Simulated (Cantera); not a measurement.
Input: 1 mol SiH2Cl2, 8.3 mol O3, 14 mol N2, at 0.133 bar.

Method: chemical equilibrium by Gibbs-energy minimisation in Cantera with the NASA 1993 tables (ideal gas, pure condensed phases). Candidate condensed phases: H2O, NH4Cl, Si, SiO2, Si2N2O, Si3N4; 47 gas species. The tables hold silica as quartz up to 1696 K and as liquid above; real silica turns to tridymite and cristobalite and melts near 1996 K. Rates play no part.

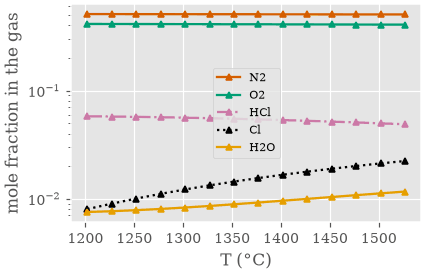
Fig. 1. Equilibrium gas composition (values under 1e-9 drawn at 1e-9)

From 1202 °C to 1402 °C the condensed part is SiO2(β-quartz). From 1427 °C to 1527 °C the condensed part is SiO2(condensed).
